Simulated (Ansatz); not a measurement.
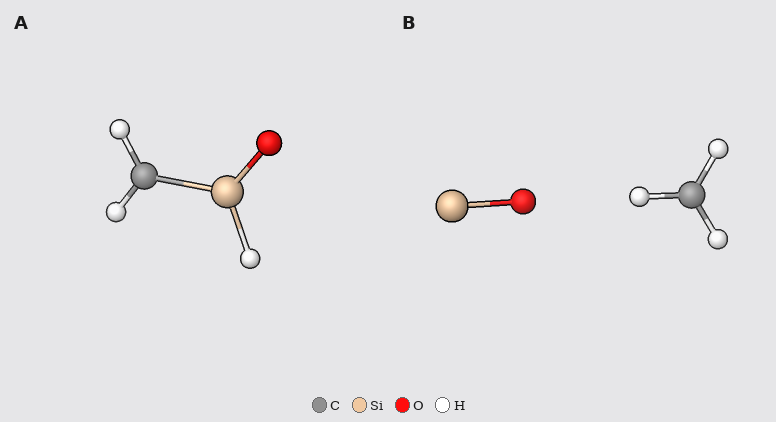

2 stationary structures of one formula. Charge 0, doublet. Geometries: PBE0-D4/def2-TZVP. Electronic energies: UHF-CCSD(T) (frozen core)/def2-TZVPP (Ansatz 0.2.0), without zero-point energy. No frequency run is at hand to confirm each as a minimum.

Which is lowest in energy, and by how much?

A is lowest (Cs); B lies 0.231 eV above it.
